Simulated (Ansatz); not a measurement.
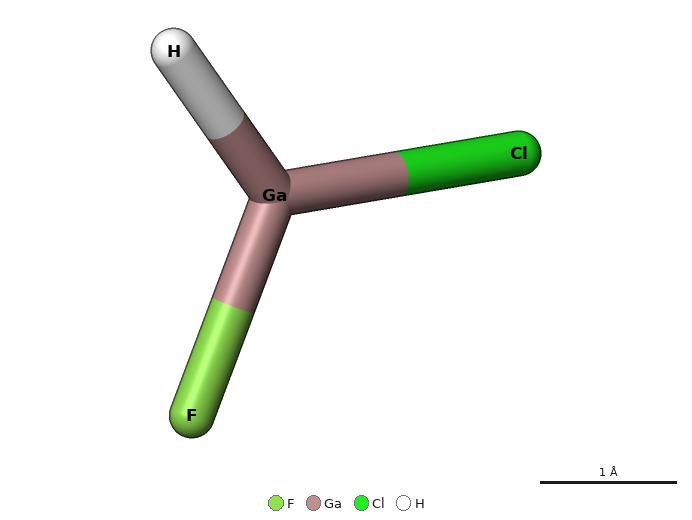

Every bond is drawn as one stick, whatever its order.

Describe the molecule.

Formula ClFGaH. Its SMILES string is `[F][GaH][Cl]`. The point group is Cs. All atoms lie on one plane. Coordination: 1 Ga trigonal planar.

More results for the same structure follow; atom numbers are the same in all pictures, views and colours differ. Computed geometry: PBE0-D4/def2-TZVP optimisation.

### Levels of theory compared

Program: Ansatz 0.2.0.

Compare HOMO–LUMO gap (eV), HOMO energy (eV) at these levels: B97M-V/def2-TZVPP; BHLYP-D4/def2-TZVPP; BLYP-D4/def2-TZVPP; PBE-D4/def2-TZVPP; PBE0-D4/def2-QZVPP; PBE0-D4/def2-SVP; PBE0-D4/def2-TZVPP; r2SCAN-D4/def2-TZVPP; r2SCAN0-D4/def2-TZVPP; r2SCANh-D4/def2-TZVPP; revPBE-D4/def2-TZVPP; ωB97M-V/def2-SVP.

| level | HOMO–LUMO gap (eV) | HOMO energy (eV) |
| --- | --- | --- |
| B97M-V/def2-TZVPP | 6.11 | −8.38 |
| BHLYP-D4/def2-TZVPP | 9.81 | −10.65 |
| BLYP-D4/def2-TZVPP | 5.46 | −7.77 |
| PBE-D4/def2-TZVPP | 5.59 | −7.92 |
| PBE0-D4/def2-QZVPP | 7.79 | −9.38 |
| PBE0-D4/def2-SVP | 7.81 | −9.22 |
| PBE0-D4/def2-TZVPP | 7.81 | −9.36 |
| r2SCAN-D4/def2-TZVPP | 6.23 | −8.29 |
| r2SCAN0-D4/def2-TZVPP | 8.23 | −9.60 |
| r2SCANh-D4/def2-TZVPP | 7.04 | −8.81 |
| revPBE-D4/def2-TZVPP | 5.65 | −7.86 |
| ωB97M-V/def2-SVP | 11.83 | −11.44 |

### Charges

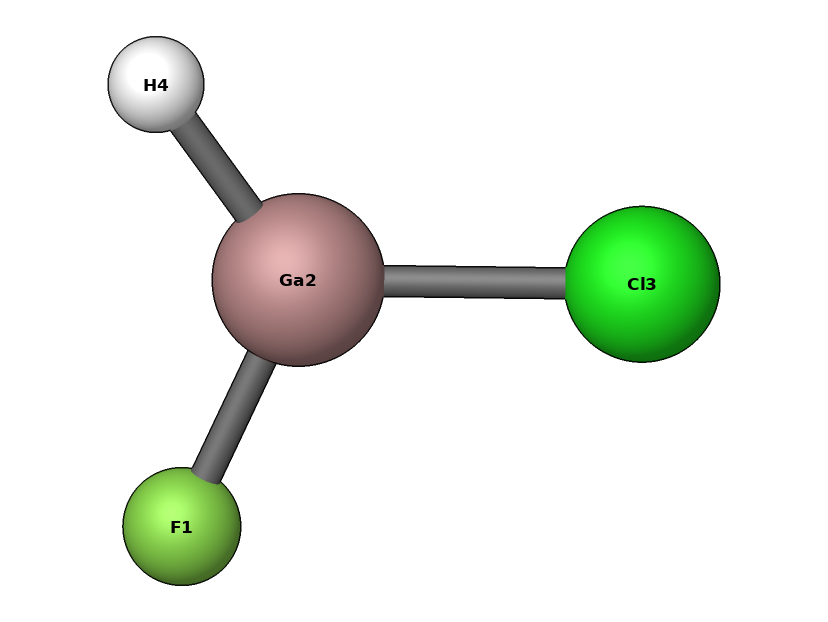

The questions are on Mulliken charges. Properties computed with RKS PBE0-D4/def2-TZVP (Ansatz 0.2.0).

Give the Mulliken charges atom by atom.

```tsv
atom	value (e)
F1	−0.37
Ga2	0.65
Cl3	−0.25
H4	−0.03
```

### Vibrations

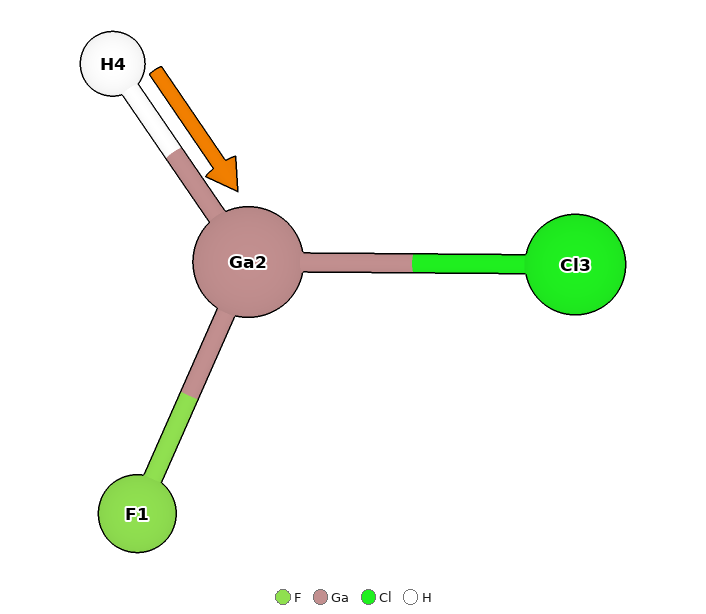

The arrows show one normal mode. Harmonic vibrations computed with RKS PBE0-D4/def2-TZVP (Ansatz 0.2.0) at a stationary point of the same level.

What kind of motion is it?

Answer. Mostly Ga–H stretching.

At what wavenumber does it lie?

Answer. 2080 cm⁻¹; it is mode 6 of 6 counted from the lowest.

### Thermal motion

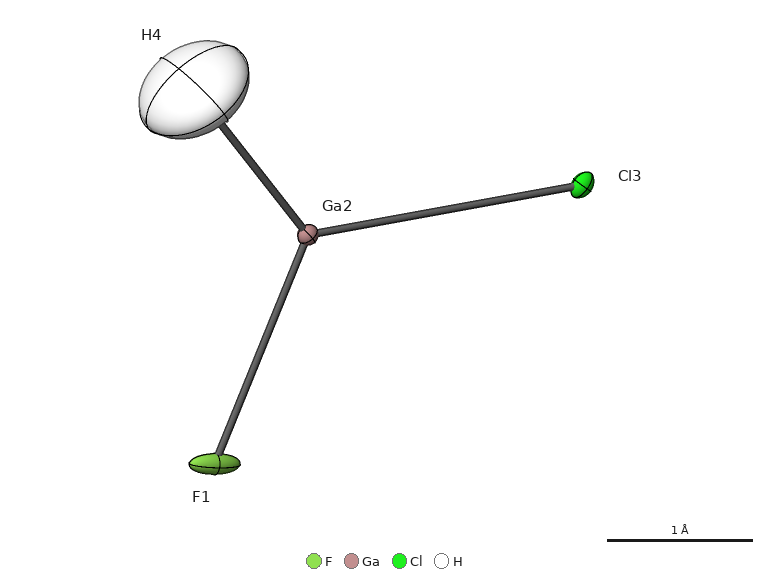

Displacement ellipsoids at the 50 % level, enlarged 1.5 times, from the internal vibrations of the free molecule (harmonic, no overall translation or rotation; no half-axis is drawn under 0.075 Å). Vibrations computed with RKS PBE0-D4/def2-TZVP (Ansatz 0.2.0). Temperature: 298 K.

Give the displacement parameters, one line for each set of equivalent atoms.

| atom | U_eq (Å²) | rms amplitudes (Å) |
| --- | --- | --- |
| F1 | 0.0028 | 0.008, 0.033, 0.086 |
| Ga2 | 0.00038 | 0.007, 0.014, 0.030 |
| Cl3 | 0.00087 | 0.004, 0.026, 0.044 |
| H4 | 0.0268 | 0.093, 0.178, 0.200 |

Mulliken values depend strongly on the basis set and can even reverse the polarity of a bond.
